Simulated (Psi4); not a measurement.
# CH5FOSi (SMILES CO[SiH2]F) at TPSS/def2-SVP

Aim: the vertical ionisation energy of CH5FOSi at TPSS/def2-SVP, from 2 runs. 

The calculation is run with Psi4 1.11.

2 further runs of the same task are left out: 2 set aside as unsound or not needed.

## 1. The system as given

CH5FOSi has 9 atoms, charge 0, and is taken as a singlet. As SMILES, `CO[SiH2]F`. The coordinates come from a PBE0-D4/def2-TZVP relaxation. This is one conformer, not always the lowest.

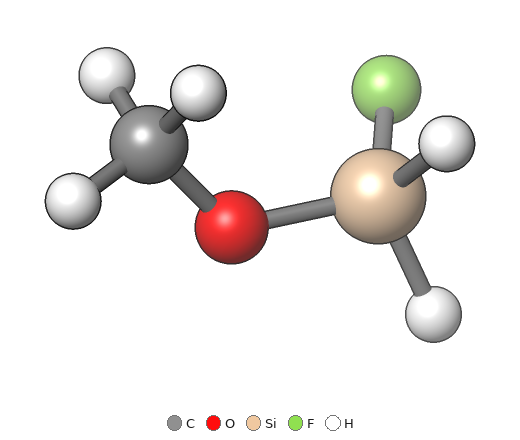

The structure, seen from a chosen angle (carbon grey, oxygen red, silicon light orange, fluorine green, hydrogen white).

## 2. A single-point energy at TPSS/def2-SVP

File input.dat:

```
memory 1600 mb

molecule {
  0 1
  C
  O 1 r2
  Si 2 r3 1 a3
  F 3 r4 2 a4 1 d4
  H 1 r5 2 a5 3 d5
  H 1 r6 5 a6 2 d6
  H 1 r7 6 a7 5 d7
  H 3 r8 4 a8 2 d8
  H 3 r9 8 a9 2 d9

  r2 = 1.411971
  r3 = 1.622544
  a3 = 125.16231
  r4 = 1.59753
  a4 = 111.11274
  d4 = -70.13521
  r5 = 1.093506
  a5 = 110.64255
  d5 = 82.54198
  r6 = 1.090769
  a6 = 108.82825
  d6 = -118.84614
  r7 = 1.096019
  a7 = 108.59726
  d7 = 118.27041
  r8 = 1.47444
  a8 = 108.18408
  d8 = 116.98007
  r9 = 1.483344
  a9 = 114.16085
  d9 = 122.64748
  units angstrom
  symmetry c1
}

set {
  basis def2-SVP
  reference rks
  puream true
  e_convergence 1e-09
  d_convergence 1e-08
  scf_type pk
  dft_radial_points 99
  dft_spherical_points 590
}

E = energy('tpss')
```

The run is started by

```sh
$ psi4 -i input.dat -o output.dat -n 1
```

output.dat, cut to the lines that bear on the results:

```text
[...]
  Running in c1 symmetry.
[...]
  Nuclear repulsion =  182.271963020441149
[...]
  Multiplicity = 1
[...]
  Nalpha       = 21
  Nbeta        = 21
[...]
    Number of basis functions: 85
[...]
   @RKS iter   1:  -505.30388699300659   -2.70435e-01   8.73414e-03 ADIIS/DIIS
[...]
   @RKS iter  11:  -505.54414536599904   -1.23350e-11   8.46753e-09 DIIS
[...]
    Orbital Energies [Eh]
    ---------------------
    Doubly Occupied:
       1A    -65.719276     2A    -24.400817     3A    -18.900983
       4A    -10.063636     5A     -5.158545     6A     -3.539728
       7A     -3.537268     8A     -3.534796     9A     -1.081400
      10A     -0.948084    11A     -0.643365    12A     -0.507299
      13A     -0.439129    14A     -0.424732    15A     -0.423164
      16A     -0.387410    17A     -0.380584    18A     -0.353091
      19A     -0.308631    20A     -0.277147    21A     -0.263921
[...]
  @RKS Final Energy:  -505.54414536599904
   => Energetics <=
    Nuclear Repulsion Energy =            182.2719630204411487
    One-Electron Energy =               -1060.6659607663386851
    Two-Electron Energy =                 420.2665551527887828
    DFT Exchange-Correlation Energy =     -47.4167027728903037
    Empirical Dispersion Energy =           0.0000000000000000
    VV10 Nonlocal Energy =                  0.0000000000000000
    Total Energy =                       -505.5441453659990430
[...]
 Multipole Moments:
 ------------------------------------------------------------------------------------
     Multipole            Electronic (a.u.)      Nuclear  (a.u.)        Total (a.u.)
 ------------------------------------------------------------------------------------
 L = 1.  Multiply by 2.5417464519 to convert [e a0] to [Debye]
 Dipole X            :         -3.3085006            3.6635458            0.3550452
 Dipole Y            :         -2.6595402            2.7726126            0.1130723
 Dipole Z            :          3.7684466           -4.2751384           -0.5066918
 Magnitude           :                                                    0.6289508
[...]
```

It took 57 s on 1 thread of Intel Xeon Platinum 8259CL at 2.50GHz (Skylake/Cascade Lake), shared host; peak memory 0.94 GiB.

## 3. The doublet cation: energy and gradient at UTPSS/def2-SVP

File input.inp:

```
memory 1.6 GB

molecule {
  1 2
  C
  O 1 1.411971
  Si 2 1.622544 1 125.16231
  F 3 1.59753 2 111.11274 1 -70.13521
  H 1 1.093506 2 110.64255 3 82.54198
  H 1 1.090769 5 108.82825 2 -118.84614
  H 1 1.096019 6 108.59726 5 118.27041
  H 3 1.47444 4 108.18408 2 116.98007
  H 3 1.483344 8 114.16085 2 122.64748
  units angstrom
  symmetry c1
}

set globals {
  basis def2-SVP
  reference uks
  puream true
  e_convergence 1e-09
  d_convergence 1e-08
  scf_type pk
  dft_radial_points 99
  dft_spherical_points 590
  maxiter 100
}

e = gradient("tpss")
print_variables()
```

The run is started by

```sh
$ psi4 input.inp input.out -n 1
```

input.out, cut to the lines that bear on the results:

```text
[...]
  Running in c1 symmetry.
[...]
  Nuclear repulsion =  182.271963020441149
[...]
  Multiplicity = 2
[...]
  Nalpha       = 21
  Nbeta        = 20
[...]
    Number of basis functions: 85
[...]
   @UKS iter   1:  -504.91906149944276    1.14391e-01   7.99119e-03 ADIIS/DIIS
[...]
   @UKS iter  19:  -505.15190799107927   -1.98952e-12   7.34210e-09 DIIS
[...]
   @S^2 Observed:                7.541876163E-01
[...]
  @UKS Final Energy:  -505.15190799107927
   => Energetics <=
    Nuclear Repulsion Energy =            182.2719630204411487
    One-Electron Energy =               -1049.9854967544636111
    Two-Electron Energy =                 409.6059723511679067
    DFT Exchange-Correlation Energy =     -47.0443466082247141
    Empirical Dispersion Energy =           0.0000000000000000
    VV10 Nonlocal Energy =                  0.0000000000000000
    Total Energy =                       -505.1519079910792698
[...]
 Multipole Moments:
 ------------------------------------------------------------------------------------
     Multipole            Electronic (a.u.)      Nuclear  (a.u.)        Total (a.u.)
 ------------------------------------------------------------------------------------
 L = 1.  Multiply by 2.5417464519 to convert [e a0] to [Debye]
 Dipole X            :         -2.5765633            3.6635458            1.0869825
 Dipole Y            :         -2.3850850            2.7726126            0.3875275
 Dipole Z            :          3.3237605           -4.2751384           -0.9513779
 Magnitude           :                                                    1.4956030
[...]
  -Total Gradient:
     Atom            X                  Y                   Z
    ------   -----------------  -----------------  -----------------
       1       -0.001947772683    -0.029541897989     0.000884380362
       2       -0.019839628676    -0.020607195910     0.041404693713
       3        0.015765798485     0.031632879949    -0.055522848385
       4        0.007968476450     0.005905579587     0.006110727971
       5        0.014336813806     0.006726743370     0.005102243774
       6       -0.000539379653    -0.007165348610    -0.000035433278
       7       -0.001542541949     0.013752000509     0.000595466888
       8       -0.002040215447    -0.000864455834    -0.004547480422
       9       -0.012162397162     0.000178672968     0.006002598450
[...]
```

Run time: 2.6 min. Hardware: 1 thread of Intel Xeon Platinum 8259CL at 2.50GHz (Skylake/Cascade Lake), shared host; peak memory 0.94 GiB.

## 4. What came out

At TPSS/def2-SVP:

| quantity | value |
| --- | --- |
| singlet CH5FOSi: total energy | -505.54415 Eh |
| singlet CH5FOSi: dipole moment | 1.60 D |
| singlet CH5FOSi: HOMO energy | -7.18 eV |
| singlet CH5FOSi: LUMO energy | 0.82 eV |
| singlet CH5FOSi: HOMO–LUMO gap | 8.00 eV |
| doublet cation: total energy | -505.15191 Eh |
| doublet cation: HOMO energy (highest over α and β) | -14.33 eV |
| doublet cation: LUMO energy (lowest over α and β) | -13.99 eV |
| doublet cation: ⟨S²⟩ | 0.754 |
| doublet cation: largest force on an atom | 3.384 eV/Å |
| vertical ionisation energy (to the doublet cation) | 10.673 eV |

What this shows: The vertical ionisation energy comes to 10.67 eV (246 kcal/mol). −ε(HOMO) before ionisation, 7.18 eV, is 3.49 eV below this ionisation energy.
